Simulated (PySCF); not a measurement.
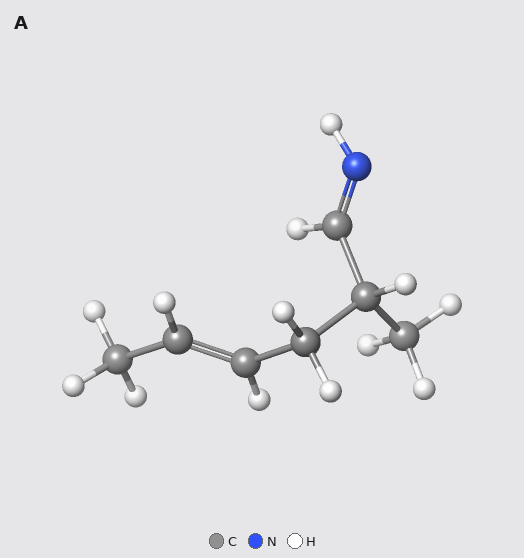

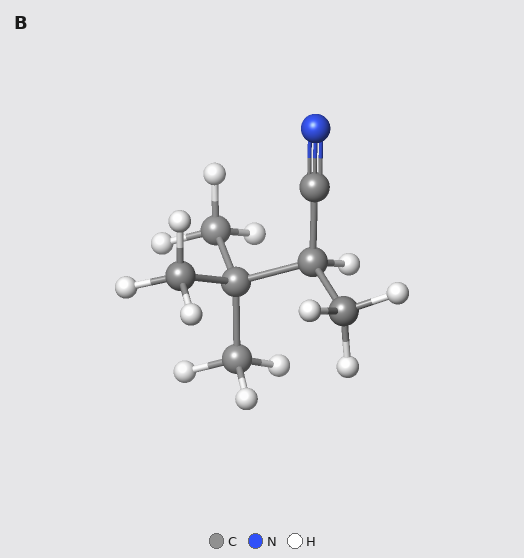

2 stationary structures of one formula. Geometries: PBE0-D3(BJ)/def2-SVP. Electronic energies: PBE0-D3(BJ)/def2-SVP (PySCF 2.14.0), without zero-point energy. No frequency run is at hand to confirm each as a minimum. Each is one conformer, not always the lowest.

### Rank them by energy, lowest first.

B is lowest; A lies 0.877 eV above it. A is `[H]/N=C/[C@H](C)C/C=C/C`, B is `C[C@H](C#N)C(C)(C)C`.
